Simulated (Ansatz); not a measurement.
# CH2AlClOS: ladder of methods at one geometry

How do the methods compare on CH2AlClOS, in result and in cost? Wanted for CH2AlClOS: a ladder of methods at one geometry.

All numbers are computed with Ansatz 0.2.0, driven from Python. The levels of theory stand in the script.

## 1. The system

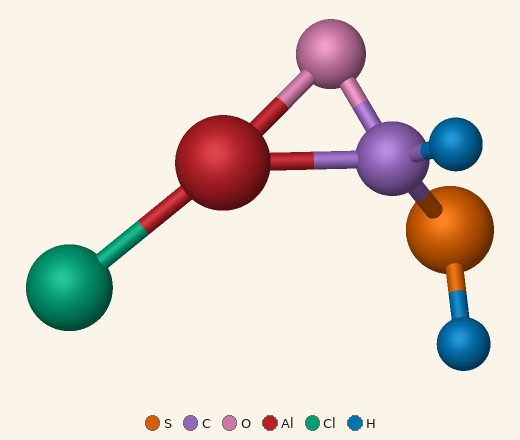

The structure that the script starts from, seen from a chosen angle (sulfur orange, carbon purple, oxygen pink, aluminium red, chlorine teal, hydrogen blue).

No structure file is read: the coordinates are typed or built in the script.

## 2. The code

ch2alclos_methods.py reads:

```python
# -*- coding: utf-8 -*-
"""One geometry of CH2AlClOS, method by method."""

from pathlib import Path
import argparse

import ansatz
from ase import Atoms
import numpy as np

parser = argparse.ArgumentParser(description="One geometry of CH2AlClOS, method by method.")
parser.add_argument("--basis", required=True, help="Gaussian basis set")
args = parser.parse_args()


def main():
    atoms = Atoms(["S", "C", "O", "Al", "Cl", "H", "H"], positions=[
        (-0.9609, -0.6151, 1.3531),
        (0.5385, -0.3128, 0.4378),
        (0.7509, -1.3641, -0.4711),
        (0.3902, 0.1758, -1.4112),
        (-1.067, 1.2907, -2.7226),
        (-1.0639, 0.7928, 1.7438),
        (1.4735, -0.0353, 1.0244),
    ])
    geometry = ansatz.Crystal.molecule_from_ase(atoms)

    calculation = geometry.calculation().basis(gaussian=args.basis)

    print("functional    E (Ha)        dipole (D)   HOMO (eV)  LUMO (eV)")
    for name in ["hse06", "hf", "revpbe", "lda"]:
        r = calculation.functional(name).forces().orbitals().run(threads=1, backend="cpu", runs_dir="runs").report
        lines = Path(r["orbitals_path"]).read_text().splitlines()
        field_of = lambda key: [line.split("=")[1].strip() for line in lines if line.startswith(key)]
        orbitals = [(27.211386 * float(e), s, float(n)) for e, s, n in zip(field_of("Ene="), field_of("Spin="), field_of("Occup="))]
        homo = max(e for e, _, n in orbitals if n > 0.5)
        lumo = min(e for e, _, n in orbitals if n < 0.5)
        dipole = 4.803205 * np.linalg.norm(r["charge_distribution"]["dipole_moment_e_ang"])
        print(f"{name:10s} {r['free_energy_ev'] / 27.211386246:14.6f} {dipole:9.3f} {homo:11.3f} {lumo:10.3f}")


if __name__ == "__main__":
    main()
```

## 3. The calls as engine input

The engine receives this input (first run):

```yaml
crystal:
  periodic: [false, false, false]
  atoms:
    - { symbol: S, position_ang: [-0.9609, -0.6151, 1.3531] }
    - { symbol: C, position_ang: [0.5385, -0.3128, 0.4378] }
    - { symbol: O, position_ang: [0.7509, -1.3641, -0.4711] }
    - { symbol: Al, position_ang: [0.3902, 0.1758, -1.4112] }
    - { symbol: Cl, position_ang: [-1.067, 1.2907, -2.7226] }
    - { symbol: H, position_ang: [-1.0639, 0.7928, 1.7438] }
    - { symbol: H, position_ang: [1.4735, -0.0353, 1.0244] }
basis:
  gaussian:
    orbitals: cc-pVDZ
hamiltonian:
  xc: hse06
output:
  orbitals: {}
  forces: true
```

## 4. Running it

Launch:

```sh
> python ch2alclos_methods.py --basis cc-pVDZ
```

Log:

```text
functional    E (Ha)        dipole (D)   HOMO (eV)  LUMO (eV)
hse06        -1214.802700     2.568      -5.494     -3.960
hf           -1212.829070     3.947      -8.336     -0.852
revpbe       -1215.120165     1.948      -4.775     -4.120
lda          -1210.555185     1.960      -4.937     -4.346
```

Wall time 14 s (1 thread of Arm Neoverse V2, shared host); peak memory 0.27 GiB.

## 5. What changed from run to run

The engine's inputs for the other runs:

Run 2, against run 1:

```diff
@@ -15 +15 @@
-  xc: hse06
+  xc: hf
```

Run 3, against run 1:

```diff
@@ -15 +15 @@
-  xc: hse06
+  xc: revpbe
```

Run 4, against run 1:

```diff
@@ -15 +15 @@
-  xc: hse06
+  xc: lda
```

## 6. The runs side by side

The 4 runs, in the order started:

```
run  functional  energy (eV)  SCF cycles  CPU time (s)
  1       hse06  -33056.4655          21           4.9
  2          hf  -33002.7603          40           2.4
  3      revpbe  -33065.1041          26           3.9
  4         lda  -32940.8847          26           2.4
```

Totals hang on method, basis and potentials, so only like runs compare.

The fields below are those of run 1.

## 7. Pictures from the orbitals

The fields below are evaluated on a grid from the run's orbitals.

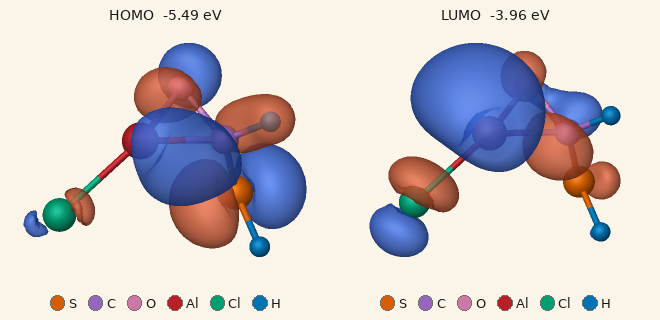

HSE06/cc-pVDZ orbitals near the gap, drawn at the value that encloses 70 % of each; the two colours are the two signs.

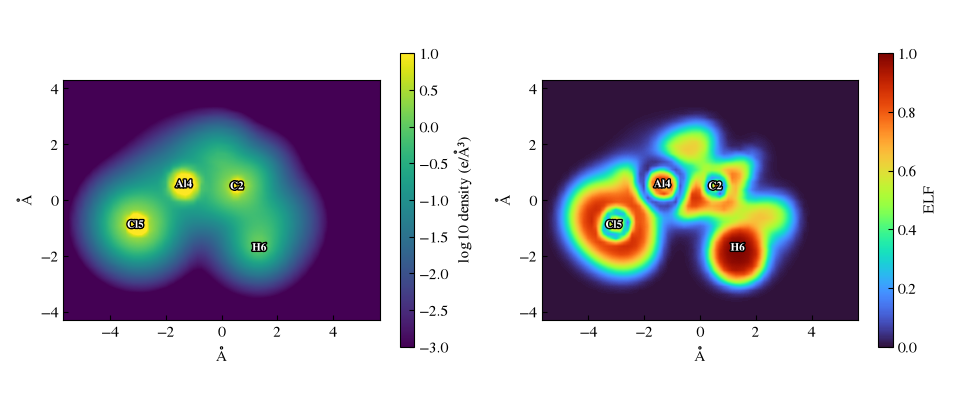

Density (left) and ELF (right) in a plane through or near 4 of the atoms.

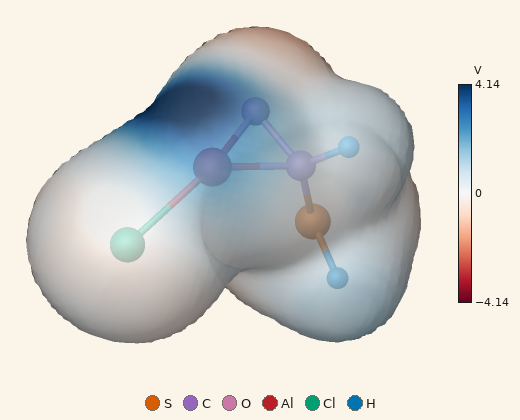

Electrostatic potential on the surface of density 0.002 e/bohr³; red is low, blue high. It runs from -1.53 V near O3 to 4.14 V near Al4.

## 8. Outcome

```
                                       quantity    value
                                  runs compared        4
HOMO-LUMO gap of the mean field (HSE06/cc-pVDZ)  1.53 eV
```

In words: All 4 runs converged (21 to 40 cycles). The geometry is a force-field or estimated start, not a minimum of this method, and the basis set is short of its limit. A lower total doesn't mark the better method: functionals have no common bound, and MP2 and coupled cluster aren't variational. Levels such as HOMO and LUMO are orbital energies: with these approximate functionals they aren't the ionisation energy and electron affinity, and their gap isn't the fundamental gap. hse06 follows the composition of plane-wave codes, whose totals differ by tens of mHa, up to about 0.1 Ha, from the form usual in Gaussian-basis programs (wpbeh).
